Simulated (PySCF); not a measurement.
Coordinates of SnH₄, singlet (Å):

```xyz
5

Sn     0.0000     0.0000     0.0000
H     -0.9836     0.9836     0.9836
H     -0.9836    -0.9836    -0.9836
H      0.9836     0.9836    -0.9836
H      0.9836    -0.9836     0.9836
```

Unscaled harmonic wavenumbers and double-harmonic intensities, PBE0/def2-TZVP (ECP) in PySCF, isolated molecule. The structure is the lowest of the points that a search from tetrahedral, square planar and see-saw starts found. Degenerate modes count as one line, with their intensities summed. Lorentzian lines of 16 cm⁻¹ full width. Close modes add up in the curve.

### Which lines are the most intense, and is the structure a minimum?

The most intense lines (point group Td) lie at 1961.8 cm⁻¹ (521.7 km/mol, t2) and 685.1 cm⁻¹ (441.2 km/mol, t2). It has no imaginary mode, so it is a minimum.

```csv
cm⁻¹,km/mol,symmetry
685.1,441.2,t2 (×3)
754.7,0.0,e (×2)
1960.6,0.0,a1
1961.8,521.7,t2 (×3)
```

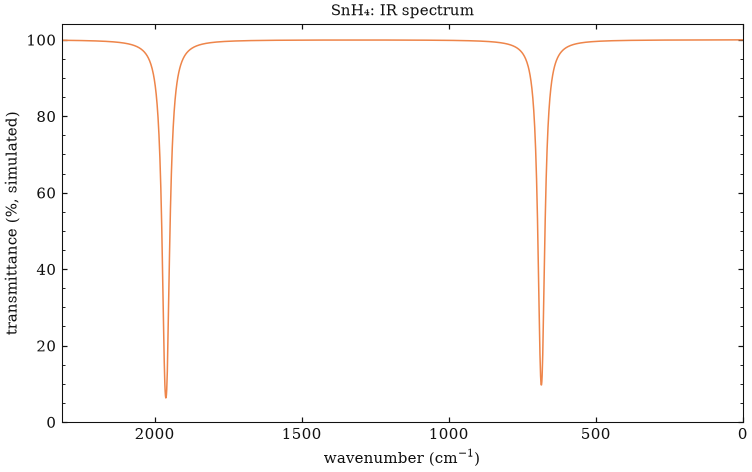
